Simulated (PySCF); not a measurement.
SMILES O=C[SiH2][GeH3] at its PBE/def2-SVP optimised geometry (Å):

```
10

O      2.4032     0.0331    -0.0018
C      1.7607    -1.0015     0.0000
Si    -0.1949    -1.0015     0.0000
Ge    -0.8562     1.2967     0.0000
H      2.2973    -2.0059     0.0018
H     -0.6701    -1.7602    -1.2149
H     -0.6704    -1.7609     1.2144
H     -0.3091     2.0029    -1.2655
H     -2.4032     1.4227     0.0064
H     -0.2984     2.0059     1.2591
```

Level of theory: PBE/def2-TZVP in PySCF.

Map of the HOMO−1 amplitude (bohr^(-3/2)) on the plane z = 0.8 Å; orbital energy -7.41 eV, overall sign arbitrary:

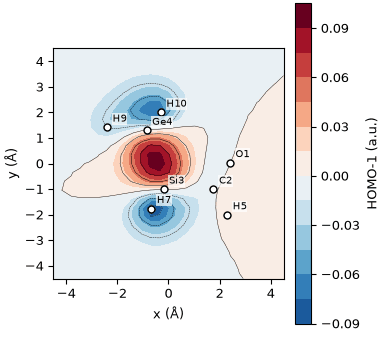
HOMO−1 amplitude (bohr^(-3/2)) on the plane z = 0.8 Å.
